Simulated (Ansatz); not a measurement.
## Electronic structure of C₂H₇GaGe (SMILES C=[CH][GaH][GeH3]) in real space

Input

```
crystal:
  periodic: [false, false, false]
  atoms:
    - {symbol: C, position_ang: [-0.339022, 1.955357, 0.504640]}
    - {symbol: C, position_ang: [-0.148669, 1.007694, 1.423571]}
    - {symbol: Ga, position_ang: [0.175309, -0.848728, 0.912331]}
    - {symbol: Ge, position_ang: [0.221641, -1.430377, -1.463332]}
    - {symbol: H, position_ang: [-0.321989, 1.734666, -0.560303]}
    - {symbol: H, position_ang: [-0.519824, 2.996196, 0.766522]}
    - {symbol: H, position_ang: [-0.179052, 1.304204, 2.470921]}
    - {symbol: H, position_ang: [0.403406, -1.955969, 2.006437]}
    - {symbol: H, position_ang: [1.579604, -2.044227, -1.858618]}
    - {symbol: H, position_ang: [-0.852100, -2.485399, -1.797388]}
    - {symbol: H, position_ang: [-0.019313, -0.233427, -2.404781]}
basis:
  gaussian: {orbitals: def2-TZVPP}
hamiltonian: {xc: pbe0, dispersion: d4}
output: {orbitals: {seedname: orbitals}}
```

Launched as:

```sh
ansatz run in.yaml --threads 4 --pin off --events-out ev --progress --plain --max-ram 10444MiB
```

Geometry: PBE0-D4/def2-TZVP.

Level of theory: RKS PBE0-D4/def2-TZVPP in Ansatz.

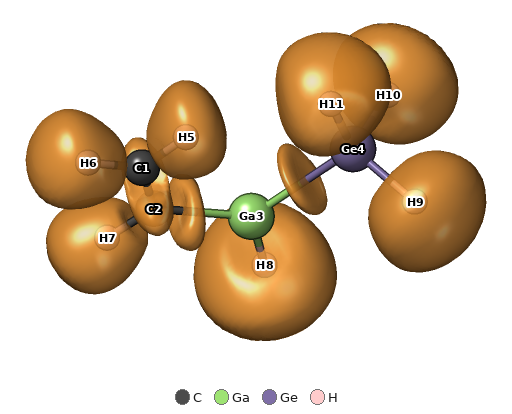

Figure 1. Isosurface of the ELF at 0.8 (orange), seen at an oblique angle. Core shells and regions of very low density are left out.

**Where are the electrons localised?**

At this value the surface marks out one region between bonded C–C atoms (shared pairs), one region between bonded Ga–Ge atoms (shared pairs), seven regions around hydrogen nuclei and one lobe of the valence shell of C pointing towards Ga (polar bonds).


C–C (1.33 Å): the ELF peaks at about 0.95 between the atoms: a multiple bond. C–Ga (1.95 Å): the ELF peaks at about 0.95 in the valence shell of C, 0.7 Å from its nucleus, and is about 0.55 at the midpoint.

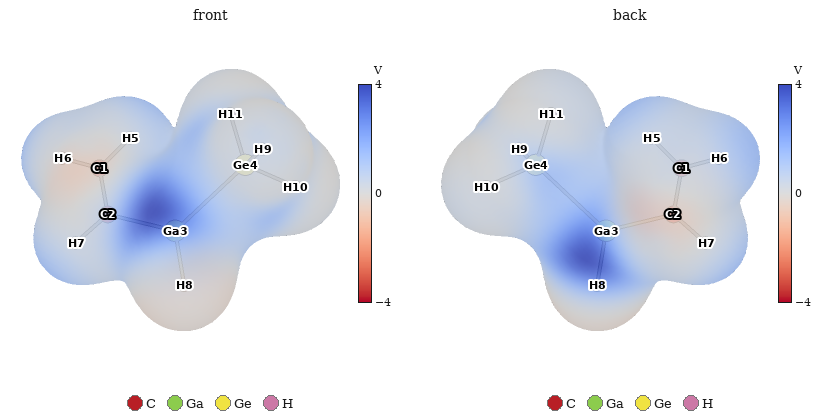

Figure 2. The molecular electrostatic potential painted on the density surface at 0.004 e/bohr³, seen from the front and from behind; the colour scale runs from red (negative) to blue (positive).

**Which sites attract a positive test charge, and which a negative one?**

A positive charge is drawn to the negative regions and a negative charge to the positive ones. The most negative region (about −0.5 V) lies over the π face of C1 and C2, the most positive (about +3.8 V) over Ga3.

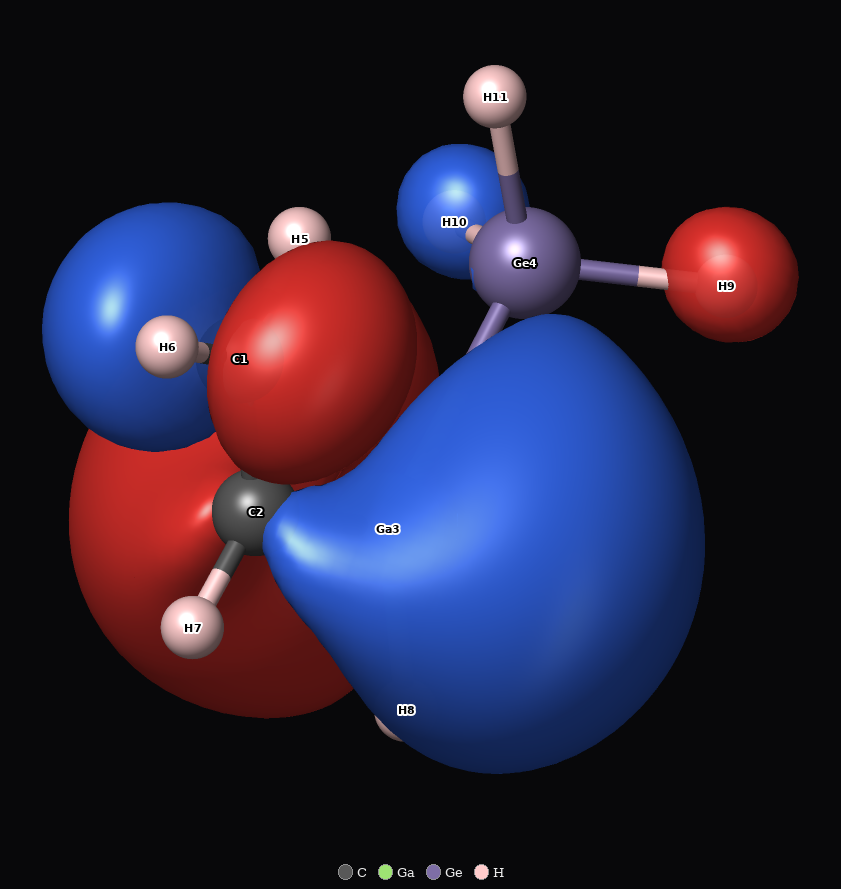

Figure 3. The LUMO at ±0.08 Å⁻³ᐟ² (blue and red are the two phases), seen at an oblique angle.

**Where does this orbital lie, and at what energy?**

Its weight (Hirshfeld) is mainly on Ga3 (about 55 %), C1 (about 15 %), Ge4 (about 10 %) and C2 (about 10 %). Its energy is −1.99 eV.

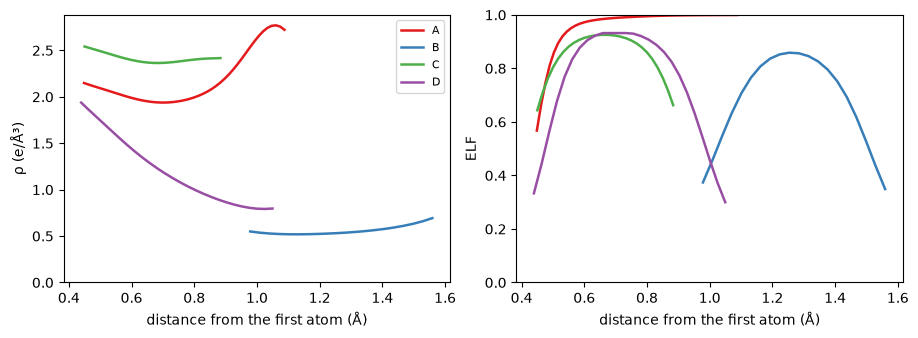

Figure 4. Electron density and ELF along straight lines between neighbouring atoms. The curves leave out the atomic cores.

**Which curve belongs to which contact (C–C, C–Ga, C–H and Ga–Ge)? The first atom named is at distance zero.**

Curve A: C–H (1.09 Å): ρ is about 2 e/Å³ halfway; the ELF climbs to about 1 towards the hydrogen, as it does in any bond to H: a covalent bond by its length. Curve B: Ga–Ge (2.45 Å): ρ at the midpoint is about 0.53 e/Å³; the ELF peaks at about 0.85 between the atoms, as expected for a shared electron pair. Curve C: C–C (1.33 Å): ρ is about 2.4 e/Å³ halfway; the ELF peaks at about 0.95 between the atoms: a short, multiple covalent bond. Curve D: C–Ga (1.95 Å): the density is about 0.8 e/Å³ at the midpoint; the ELF peaks at about 0.95 in the valence shell of C, 0.7 Å from its nucleus, and is about 0.55 at the midpoint.
